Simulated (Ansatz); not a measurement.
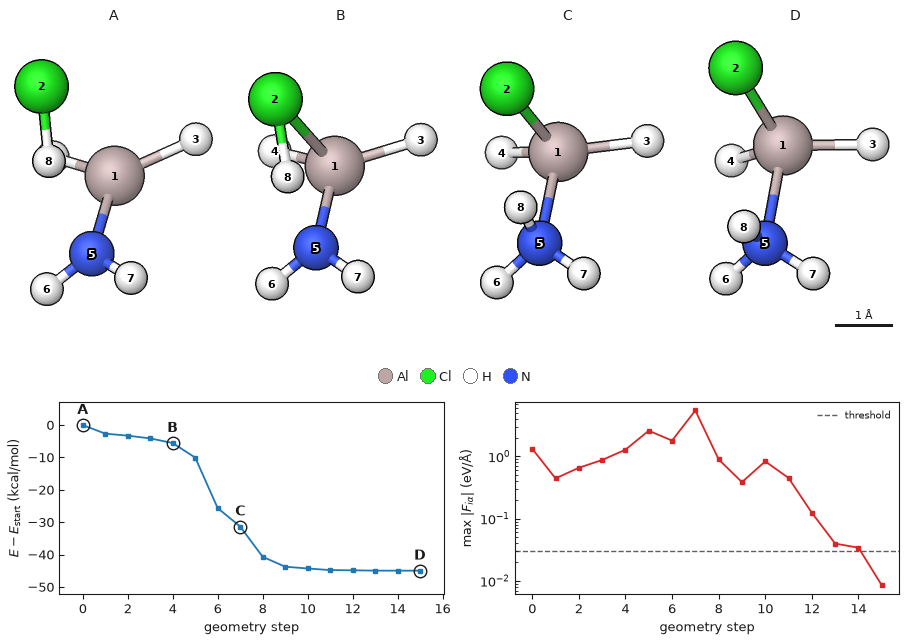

Frames of a relaxation of AlNH$_{5}$Cl, marked on the history of the run. Style: ball-and-stick. Shown from a free direction.

The run prepares an end point of a later path (reaction) calculation, from a guessed geometry.

Level of theory: RKS B3LYP/def2-SVP in Ansatz.

Input
```yaml
crystal:
  periodic: [false, false, false]
  atoms:
    - { symbol: Al, position_ang: [0.06883, -0.496493, -0.346469] }
    - { symbol: Cl, position_ang: [-0.132315, 0.17971, 3.008054] }
    - { symbol: H, position_ang: [1.450504, 0.231948, -0.569791] }
    - { symbol: H, position_ang: [-1.344013, -0.001192, -0.846969] }
    - { symbol: "N", position_ang: [0.118994, -2.172949, 0.493786] }
    - { symbol: H, position_ang: [-0.666947, -2.819741, 0.492375] }
    - { symbol: H, position_ang: [0.98205, -2.67899, 0.67843] }
    - { symbol: H, position_ang: [-0.089902, -1.024794, 2.419485] }
basis:
  gaussian: { orbitals: def2-SVP }
hamiltonian:
  xc: b3lyp
relax:
  f_tol: 0.03
  max_steps: 50
output:
  orbitals: {}
```

Launched with:
```bash
ansatz run input.yaml --threads 1 --pin off --max-ram 2048MiB --backend cpu --events-out ev --progress --plain --runs-dir out
```

Describe the path.

The atom that moves furthest after the best rigid fit is H8 (1.19 Å). By element the largest moves are H 1.19 Å, Cl 0.97 Å, Al 0.71 Å, N 0.39 Å. Near-neighbour distances that change, for instance: Cl2–H8 1.341 → 2.863 Å, Al1–Cl2 3.428 → 2.170 Å, N5–H8 2.252 → 1.025 Å, Al1–N5 1.876 → 2.077 Å. New bonds form, among them: Al1–Cl2 (3.43 → 2.17 Å), N5–H8 (2.25 → 1.02 Å). Bonds break, among them: Cl2–H8 (1.34 → 2.86 Å). Bond angles that change, for instance: H3–Al1–N5 116.9° → 101.4°, H4–Al1–N5 116.5° → 101.6°, Al1–N5–H6 123.1° → 113.1°. Over 15 geometry steps the energy falls by 45.0 kcal/mol. The largest force component goes from 1.3 to 0.0085 eV/Å. The run took 39 s on 1 thread of Arm Neoverse V2 (shared host), peak memory 0.15 GiB. From step 0 to 4: Cl2 moves most (0.58 Å), energy −5.56 kcal/mol. From step 4 to 7: H8 moves most (0.57 Å), energy −25.8 kcal/mol. From step 7 to 15: H8 moves most (0.49 Å), energy −13.6 kcal/mol.

Limits of the set-up: the start holds two separate molecules, 2.3 Å apart at their closest, whose relative position is a soft coordinate and is computed without a dispersion correction.
